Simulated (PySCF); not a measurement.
Molecule: SMILES C=C[SiH2]Cl (C2H5ClSi). Atoms near the plane z = 1.2 Å, at the CAM-B3LYP/def2-SVP optimised geometry (x, y, z in Å): C1 (1.3, -1.1, 0.0), C2 (0.0, -1.1, 0.0), Si3 (-1.1, 0.4, 0.0), Cl4 (0.2, 2.1, 0.0), H5 (1.9, -0.2, 0.0), H6 (1.9, -2.1, 0.0), H7 (-0.5, -2.1, 0.0), H8 (-1.9, 0.5, 1.2).

Method: CAM-B3LYP/def2-TZVP (PySCF). The values are rescaled to run from 0 to 1.

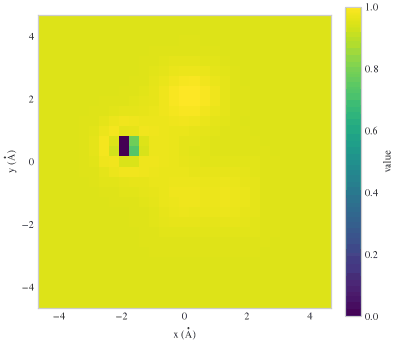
Figure: a field on the plane z = 1.2 Å.

Which quantity is mapped?
A. an orbital amplitude
B. Laplacian of the electron density
C. log10 of the electron density
D. deformation density (molecule minus spherical neutral atoms)

B, Laplacian of the electron density. In full: Laplacian of the electron density (e/bohr⁵), clipped to [-1.50, 1.50].
